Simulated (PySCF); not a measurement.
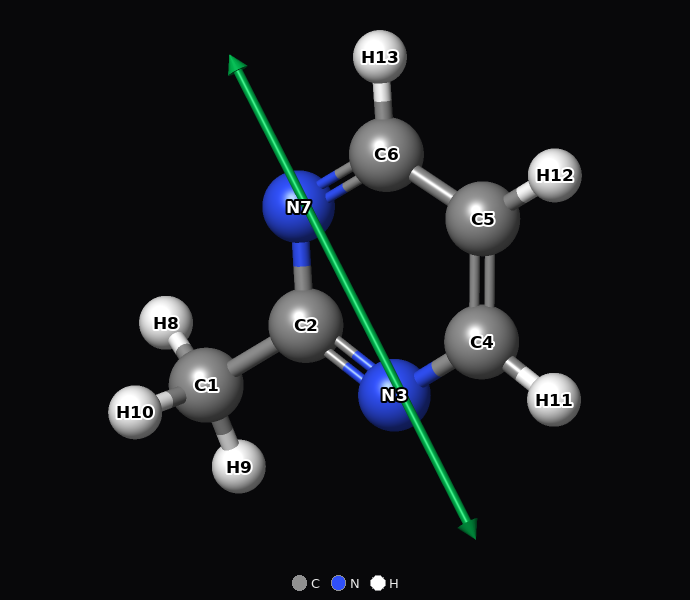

The double arrow shows the direction of the transition dipole to excited singlet state 3 (its length means nothing). Computed geometry: PBE0-D3(BJ)/def2-SVP optimisation. No frequency run is at hand to confirm it as a minimum. Method: TDDFT B3LYP/def2-SVPD, vertical, IEF-PCM methanol (non-equilibrium linear response), core orbitals frozen in the response (PySCF 2.14.0).

Where does the transition lie, and how strong is it?

Answer. 5.58 eV (222 nm), oscillator strength 0.070, mainly HOMO−1 → LUMO (weight 0.84); transition dipole 1.82 D.
